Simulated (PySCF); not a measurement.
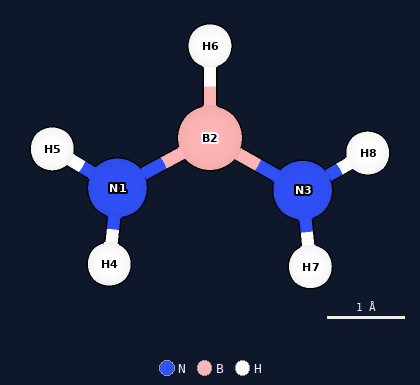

Figure 1. The structure as given in the input (ball-and-stick view, seen at a tilt; atoms are numbered from 1 in the order of the input). Bond lengths as drawn: B–H 1.21 Å, B–N 1.41 Å and H–N 1.01 Å.

**What a change does: excited-state calculation on BN2H5**

System: BN2H5 (diaminoborane), SMILES NBN.
Method of the first run: TDDFT HF/def2-SVPD, vertical, gas phase, core orbitals frozen in the response (PySCF 2.14.0).

The geometry comes from this level: PBE0-D3(BJ)/def2-SVP. Text and figures count atoms from 1; the logs count them from 0 in places.

**Input, the first run**
```
{"job": {"kind": "uv", "xc": "HF", "basis": "def2-SVPD", "ip": true}, "charge": 0, "multiplicity": 1}
N      1.249738    -0.263328     0.031466
B      0.032101     0.435492     0.177733
N     -1.221468    -0.110755    -0.172574
H      1.331796    -1.204435    -0.328106
H      2.133299     0.148750     0.289309
H      0.064820     1.562523     0.626423
H     -1.354089    -1.039966    -0.547645
H     -2.079846     0.404887    -0.053956
```

The first line tells a small driver script what to run in PySCF; the rest is the geometry in Å.

Command:
```bash
OMP_NUM_THREADS=1 python <driver script> task.json out
```

Hardware: 1 CPU thread, shared host.

**Output (the first run)**
```
final grid: 60056 points
cycle   1  E = -136.4548791152  dE =  2.659e-01  |g| = 3.300e-01  |ddm| = 3.118e+00
cycle   2  E = -136.4876747119  dE = -3.280e-02  |g| = 9.807e-02  |ddm| = 4.697e-01
cycle   3  E = -136.4904236714  dE = -2.749e-03  |g| = 4.148e-02  |ddm| = 1.631e-01
cycle   4  E = -136.4908940073  dE = -4.703e-04  |g| = 5.428e-03  |ddm| = 5.853e-02
cycle   5  E = -136.4909055135  dE = -1.151e-05  |g| = 1.353e-03  |ddm| = 1.331e-02
cycle   6  E = -136.4909063794  dE = -8.659e-07  |g| = 2.671e-04  |ddm| = 4.350e-03
cycle   7  E = -136.4909064323  dE = -5.292e-08  |g| = 5.320e-05  |ddm| = 1.159e-03
cycle   8  E = -136.4909064341  dE = -1.731e-09  |g| = 8.115e-06  |ddm| = 2.041e-04
cycle   9  E = -136.4909064341  dE = -4.343e-11  |g| = 1.827e-06  |ddm| = 2.694e-05
converged SCF energy = -136.4909064341

Static polarisability (au): isotropic 31.169, principal 25.283 32.036 36.188

Singlet excitations
state   eV       nm        f      main configurations
  1   7.3060    169.7   0.00000   H->L 0.75, H->L+2 0.10
  2   8.0599    153.8   0.08250   H->L+1 0.68, H-1->L 0.20
  3   8.6348    143.6   0.00001   H->L+2 0.67, H->L+3 0.10
  4   9.1347    135.7   0.22048   H->L+4 0.88
  5   9.4343    131.4   0.00028   H->L+5 0.46, H-1->L+2 0.26, H->L+7 0.11
  6   9.7776    126.8   0.00000   H->L+3 0.61, H-1->L+1 0.13, H->L 0.10
  7  10.2943    120.4   0.04399   H-2->L+4 0.81, H-2->L+8 0.12
  8  10.4438    118.7   0.06153   H-2->L 0.81
  9  10.4720    118.4   0.04325   H-1->L 0.69, H->L+1 0.19
 10  10.6062    116.9   0.00000   H->L+6 0.75, H->L+9 0.11

Triplet excitations (Tamm-Dancoff, eV): 6.8993 7.5131 7.5713 8.4221
Vertical ionisation energy (delta-SCF) = 8.4670 eV
```

The input of the second run differs as follows (lines with − go, lines with + come):
```diff
-"xc": "HF"
+"xc": "CAM-B3LYP"
```

How does the second run compare with the first run?

The total energies belong to different methods, so their difference says nothing on which is more stable or more accurate. The HOMO goes from −10.37 to −8.40 eV. The LUMO goes from 2.19 to 1.08 eV. The dipole moment goes from 1.27 to 1.36 D. The lowest excitation goes from 7.31 to 6.26 eV. The strongest computed line goes from 9.13 to 7.83 eV. The method changes from HF to CAM-B3LYP. The SCF takes 11 iterations against 9.

**Output (the second run)**
```
coarse grid: 6312 points
cycle   1  E = -137.2323844750  dE =  1.809e-01  |g| = 4.393e-01  |ddm| = 3.999e+00
cycle   2  E = -137.2359424154  dE = -3.558e-03  |g| = 4.519e-01  |ddm| = 7.928e-01
cycle   3  E = -137.2790133665  dE = -4.307e-02  |g| = 2.901e-02  |ddm| = 3.646e-01
cycle   4  E = -137.2792222542  dE = -2.089e-04  |g| = 1.248e-02  |ddm| = 5.483e-02
cycle   5  E = -137.2792632312  dE = -4.098e-05  |g| = 1.425e-03  |ddm| = 2.331e-02
cycle   6  E = -137.2792639999  dE = -7.688e-07  |g| = 2.507e-04  |ddm| = 4.116e-03
final grid: 60056 points
cycle   7  E = -137.2943024597  dE = -1.262e-05  |g| = 4.181e-03  |ddm| = 2.964e-02
cycle   8  E = -137.2943017904  dE =  6.693e-07  |g| = 4.717e-03  |ddm| = 7.735e-03
cycle   9  E = -137.2943062979  dE = -4.507e-06  |g| = 9.781e-05  |ddm| = 3.462e-03
cycle  10  E = -137.2943063039  dE = -6.013e-09  |g| = 2.542e-05  |ddm| = 3.900e-04
cycle  11  E = -137.2943063042  dE = -2.346e-10  |g| = 8.496e-06  |ddm| = 5.853e-05
converged SCF energy = -137.2943063042

Static polarisability (au): isotropic 34.145, principal 27.377 34.542 40.517

Singlet excitations
state   eV       nm        f      main configurations
  1   6.2636    197.9   0.00000   H->L 0.93
  2   7.1433    173.6   0.06744   H->L+1 0.84, H-1->L 0.13
  3   7.5639    163.9   0.00002   H->L+2 0.90
  4   7.8341    158.3   0.19794   H->L+3 0.97
  5   8.5864    144.4   0.01920   H-1->L 0.43, H->L+5 0.29, H-1->L+2 0.16
  6   8.6743    142.9   0.01478   H->L+5 0.42, H-1->L 0.40
  7   8.7241    142.1   0.00000   H->L+4 0.76, H-1->L+1 0.16
  8   8.9703    138.2   0.00570   H-2->L 0.93
  9   9.2373    134.2   0.00000   H->L+6 0.88
 10   9.3655    132.4   0.03234   H-2->L+3 0.95

Triplet excitations (Tamm-Dancoff, eV): 6.0323 6.5648 6.7935 7.4411
Vertical ionisation energy (delta-SCF) = 9.4606 eV
```

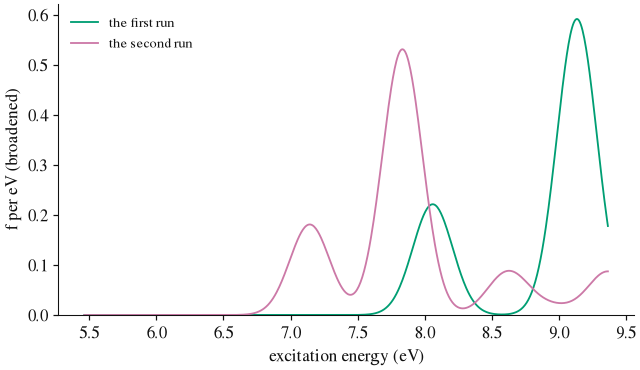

Figure 2. Absorption of the two runs from their computed states, each broadened by a Gaussian of 0.35 eV full width; the range ends where the shorter list of states ends.

**The two runs side by side**

```tsv
quantity	the first run	the second run
outcome	converged	converged
total energy (hartree)	−136.490906	−137.294306
HOMO (eV)	−10.37	−8.40
LUMO (eV)	2.19	1.08
dipole moment (D)	1.27	1.36
lowest excitation (eV)	7.31	6.26
SCF iterations	9	11
strongest computed line (eV)	9.13	7.83
basis functions	100	100
wall time (shared host)	1.5 s	8 s
```
